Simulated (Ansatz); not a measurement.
# C$_{3}$H$_{9}$B: geometry relaxation (part 2 of 2)

C$_{3}$H$_{9}$B; RKS revPBE/def2-SVP (Ansatz 0.2.0). The input holds or restrains some coordinates. It belongs to a series of runs on one base structure; here: pulled along the bonds that form and break, towards end B.

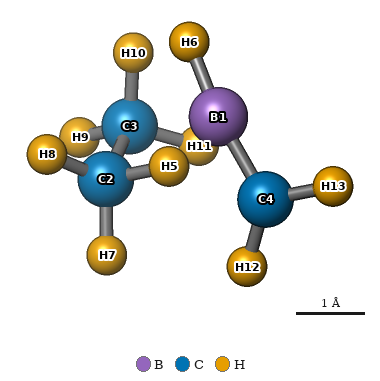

The geometry at step 5 of the log (ball-and-stick view, seen at a tilt; atoms are numbered from 1 in the order of the input).

Trajectory as extended XYZ (Å, eV, eV/Å), 9 frames, from step=1 to step=9:
```
13
Properties=species:S:1:pos:R:3:forces:R:3 step=1 energy=-3927.24373
B    -0.1944    1.1524    0.5432    1.7746  -0.8479  -0.0217
C     0.6826   -0.4536    0.2551   -0.5357   0.0504   1.2813
C    -0.2656   -1.6534    0.2338    0.3343   0.2117   0.0473
C    -0.1421    1.8243   -0.7403   -0.0260   1.3178  -0.0217
H    -0.1238    0.4460   -0.4683   -0.7312  -0.3814  -1.6606
H    -0.9220    1.2289    1.4451   -0.8132  -0.1136   0.9195
H     1.3623   -0.4811   -0.6001    0.3546   0.2121  -0.5018
H     1.3164   -0.5384    1.1409    0.3899   0.1813   0.5310
H     0.2861   -2.5928    0.2912    0.2849  -0.5749   0.0145
H    -0.9466   -1.6136    1.0822   -0.4756  -0.0430   0.5113
H    -0.8654   -1.6745   -0.6755   -0.4413  -0.0542  -0.5634
H     0.6089    1.7027   -1.5112    0.5349  -0.4202  -0.4605
H    -0.7964    2.6531   -0.9961   -0.6503   0.4618  -0.0753
13
Properties=species:S:1:pos:R:3:forces:R:3 step=2 energy=-3926.91601
B    -0.2637    1.2945    0.5419    1.6723  -0.7592  -2.8005
C     0.7326   -0.5649    0.2201   -1.6668   1.7256   1.1142
C    -0.2690   -1.6698    0.2323    0.2510  -0.8731  -0.1599
C    -0.1306    1.9633   -0.7522    1.2132  -1.7375   1.3788
H    -0.0909    0.2672   -0.3935    0.4664   0.4065   1.0816
H    -0.9418    1.2383    1.4622   -0.9492  -0.2297   1.3992
H     1.3799   -0.4865   -0.6201    1.1576  -0.3280  -1.2641
H     1.3246   -0.5431    1.1448    0.1065   0.4186   0.2332
H     0.2868   -2.6035    0.2914    0.0056  -0.9505   0.0444
H    -0.9497   -1.6133    1.0868   -0.2468   0.0687   0.3766
H    -0.8697   -1.6761   -0.6807   -0.3604  -0.1346  -0.4264
H     0.6102    1.7069   -1.5191    0.0273  -0.0708  -0.1658
H    -0.8186    2.6868   -1.0137   -1.6768   2.4641  -0.8112
13
Properties=species:S:1:pos:R:3:forces:R:3 step=3 energy=-3926.61508
B    -0.3327    1.4511    0.5235    0.9119  -0.4585  -2.3977
C     0.7645   -0.6681    0.1862   -1.3169   3.0815   1.2378
C    -0.2705   -1.6921    0.2286   -0.1588  -2.1215  -0.2079
C    -0.1189    2.0732   -0.7629    2.0267  -2.8096   1.6243
H    -0.0321    0.1044   -0.3041    0.9519   1.0874   1.6604
H    -0.9527    1.2359    1.4794   -0.4921  -0.1931   1.0706
H     1.3987   -0.4961   -0.6421    1.4878  -0.7894  -1.5135
H     1.3211   -0.5357    1.1437   -0.2614   0.3847  -0.3018
H     0.2845   -2.6205    0.2918   -0.2573  -1.4331   0.0878
H    -0.9501   -1.6119    1.0896   -0.0406   0.1201   0.2278
H    -0.8737   -1.6792   -0.6852   -0.3235  -0.2495  -0.3425
H     0.6068    1.7074   -1.5182   -0.3252   0.3224   0.1035
H    -0.8448    2.7319   -1.0305   -2.2025   3.0587  -1.2489
13
Properties=species:S:1:pos:R:3:forces:R:3 step=4 energy=-3926.69031
B    -0.4079    1.6303    0.5088    0.2246  -0.7554  -0.6694
C     0.7928   -0.7505    0.1667   -0.2276   3.1150   0.8916
C    -0.2697   -1.7456    0.2236   -0.2580  -2.1644  -0.1706
C    -0.1089    2.1576   -0.7716    0.9387  -1.6023   0.8831
H     0.0469   -0.0099   -0.2062    0.3505   1.9944   0.9882
H    -0.9573    1.2364    1.4977    0.0564   0.2704   0.1939
H     1.4363   -0.5309   -0.6727    1.0495  -1.1834  -0.8554
H     1.3111   -0.5257    1.1332   -0.2291   0.0600  -0.4244
H     0.2715   -2.6769    0.2945   -0.4505  -1.6952   0.1080
H    -0.9467   -1.6135    1.0907    0.1413   0.0014   0.0420
H    -0.8805   -1.6935   -0.6915   -0.1815  -0.3856  -0.1690
H     0.5983    1.7181   -1.5089   -0.3471   0.5316   0.1879
H    -0.8861    2.8041   -1.0644   -1.0671   1.8135  -1.0058
13
Properties=species:S:1:pos:R:3:forces:R:3 step=5 energy=-3927.55684
B    -0.4956    1.7724    0.4859    0.1628  -0.5215  -0.4104
C     0.8046   -0.7780    0.1700    0.2250   0.7952  -0.1227
C    -0.2425   -1.8588    0.2192    0.0698  -0.5396   0.0258
C    -0.1690    2.2633   -0.7988   -0.0982  -0.6724   0.7719
H     0.1308    0.0387   -0.0874   -0.0282   1.3831   0.1631
H    -0.9528    1.3227    1.5086    0.0821   0.3931  -0.0548
H     1.5167   -0.7075   -0.6865   -0.0001  -0.7047   0.1933
H     1.3323   -0.5571    1.1211    0.0080  -0.1904  -0.0829
H     0.2180   -2.8518    0.3097   -0.2116  -0.5332   0.0392
H    -0.9220   -1.6679    1.0787    0.0955  -0.2314   0.0011
H    -0.8728   -1.7932   -0.6905    0.0274  -0.3223  -0.0557
H     0.5731    1.8386   -1.5018   -0.2460   0.4004   0.0810
H    -0.9208    2.9786   -1.1282   -0.0865   0.7437  -0.5489
13
Properties=species:S:1:pos:R:3:forces:R:3 step=6 energy=-3927.90181
B    -0.5468    1.7632    0.4323   -0.2332  -0.1826   0.2197
C     0.8038   -0.7870    0.1785    0.4457  -0.3554  -0.1654
C    -0.2243   -1.9137    0.2271   -0.1436   0.0528   0.0560
C    -0.2611    2.2878   -0.8354   -0.0554   0.4263  -0.1420
H     0.1969    0.1063   -0.0303   -0.0222   0.6948  -0.0394
H    -0.9791    1.4360    1.5120    0.1341   0.0923  -0.1991
H     1.5332   -0.8408   -0.6722   -0.2551  -0.1250   0.2871
H     1.3704   -0.6361    1.1205   -0.0343  -0.0936  -0.0335
H     0.2125   -2.9251    0.3224    0.0711  -0.0871   0.0148
H    -0.9078   -1.7420    1.0866    0.0120  -0.1760  -0.0067
H    -0.8567   -1.8792   -0.6851    0.0436  -0.1733  -0.0024
H     0.5434    1.9611   -1.5232   -0.3281   0.1717   0.0463
H    -0.8845    3.1695   -1.1333    0.3655  -0.2449  -0.0354
13
Properties=species:S:1:pos:R:3:forces:R:3 step=7 energy=-3927.98812
B    -0.6076    1.7292    0.3947   -0.0495   0.0883   0.0281
C     0.8119   -0.7902    0.1772    0.0866  -0.6187   0.0662
C    -0.2335   -1.9102    0.2440    0.0203  -0.0158   0.0022
C    -0.2695    2.3455   -0.8199   -0.0343   0.0102  -0.1568
H     0.3307    0.1672   -0.0713   -0.2851   0.5133  -0.0045
H    -1.0289    1.4008    1.4693    0.0634  -0.0357  -0.0512
H     1.5352   -0.9254   -0.6506    0.1082  -0.1120  -0.0013
H     1.3704   -0.6651    1.1240    0.0535  -0.0023   0.0194
H     0.2409   -2.9060    0.3789    0.0028   0.0469  -0.0005
H    -0.9343   -1.7619    1.0931    0.0206  -0.0021  -0.0346
H    -0.8427   -1.9522   -0.6841    0.0415  -0.0162   0.0373
H     0.3983    1.9602   -1.6110   -0.1032   0.1374   0.1146
H    -0.7711    3.3080   -1.0445    0.0751   0.0068  -0.0188
13
Properties=species:S:1:pos:R:3:forces:R:3 step=8 energy=-3927.99319
B    -0.5941    1.7674    0.4162    0.1375   0.0243  -0.2769
C     0.7539   -0.7783    0.1308    0.4669  -0.7029   0.2758
C    -0.2236   -1.9520    0.2509   -0.0170  -0.0581  -0.0276
C    -0.2724    2.3788   -0.8017   -0.1674   0.4266   0.0456
H     0.2330    0.1379   -0.1791   -0.2442   0.3869  -0.2273
H    -0.9475    1.3819    1.4789   -0.1263  -0.0595   0.2936
H     1.5354   -0.9693   -0.6401   -0.1059   0.1120   0.0566
H     1.2774   -0.5634    1.0886   -0.0516  -0.0550  -0.0949
H     0.3079   -2.8928    0.5110   -0.0250   0.0441   0.0176
H    -0.9835   -1.7686    1.0393   -0.0041  -0.0280  -0.0210
H    -0.7670   -2.1362   -0.7024    0.0430   0.0399   0.0785
H     0.3541    1.9967   -1.6130    0.0934  -0.0814  -0.1259
H    -0.6735    3.3978   -0.9796    0.0008  -0.0490   0.0057
13
Properties=species:S:1:pos:R:3:forces:R:3 step=9 energy=-3927.99854
B    -0.5862    1.7701    0.4216    0.0004  -0.0392   0.0322
C     0.7568   -0.7822    0.1315    0.3612  -0.6589   0.2491
C    -0.2239   -1.9529    0.2475   -0.0044   0.0056  -0.0013
C    -0.2706    2.3778   -0.8004   -0.0544   0.2626  -0.0892
H     0.2472    0.1390   -0.1796   -0.3179   0.4235  -0.1641
H    -0.9541    1.4035    1.5015    0.0082   0.0161  -0.0264
H     1.5310   -0.9571   -0.6450    0.0010   0.0028   0.0025
H     1.2807   -0.5801    1.0872    0.0146  -0.0003  -0.0032
H     0.3025   -2.8906    0.5218    0.0021  -0.0087  -0.0041
H    -0.9933   -1.7682    1.0254   -0.0024   0.0069   0.0009
H    -0.7568   -2.1356   -0.7081   -0.0014  -0.0117  -0.0080
H     0.3543    1.9891   -1.6171   -0.0058  -0.0022   0.0101
H    -0.6877    3.3871   -0.9864   -0.0011   0.0036   0.0015
```

The run was set up as follows.

Input file:
```yaml
crystal:
  periodic: [false, false, false]
  atoms:
    - { symbol: B, position_ang: [-0.1944, 1.1524, 0.5432] }
    - { symbol: C, position_ang: [0.6826, -0.4536, 0.2551] }
    - { symbol: C, position_ang: [-0.2656, -1.6534, 0.2338] }
    - { symbol: C, position_ang: [-0.1421, 1.8243, -0.7403] }
    - { symbol: H, position_ang: [-0.1238, 0.446, -0.4683] }
    - { symbol: H, position_ang: [-0.922, 1.2289, 1.4451] }
    - { symbol: H, position_ang: [1.3623, -0.4811, -0.6001] }
    - { symbol: H, position_ang: [1.3164, -0.5384, 1.1409] }
    - { symbol: H, position_ang: [0.2861, -2.5928, 0.2912] }
    - { symbol: H, position_ang: [-0.9466, -1.6136, 1.0822] }
    - { symbol: H, position_ang: [-0.8654, -1.6745, -0.6755] }
    - { symbol: H, position_ang: [0.6089, 1.7027, -1.5112] }
    - { symbol: H, position_ang: [-0.7964, 2.6531, -0.9961] }
basis:
  gaussian: { orbitals: def2-SVP }
hamiltonian:
  xc: revpbe
relax:
  f_tol: 0.15
  max_steps: 25
  restrain:
    - { distance: [4, 1], at: 1.07, k: 30.0 }
    - { distance: [0, 1], at: 2.9, k: 30.0 }
    - { distance: [4, 3], at: 2.37, k: 30.0 }
```

Launched with:
```bash
ansatz run input.yaml --threads 2 --pin off --max-ram 3072MiB --backend cpu --events-out ev --progress --plain --runs-dir out
```

Results in brief:

- outcome: converged under the restraints of the input
- total energy: −3927.9986 eV
- mean-field energy: −3927.9986 eV
- largest force (length of the vector) at the end, held atoms and coordinates included: 0.792 eV/Å
- hardware: 2 threads of Intel Xeon (Sapphire Rapids), 16 GiB of memory available, shared host
- wall time: 12 s (CPU time 22 s)
- peak memory: 0.14 GiB
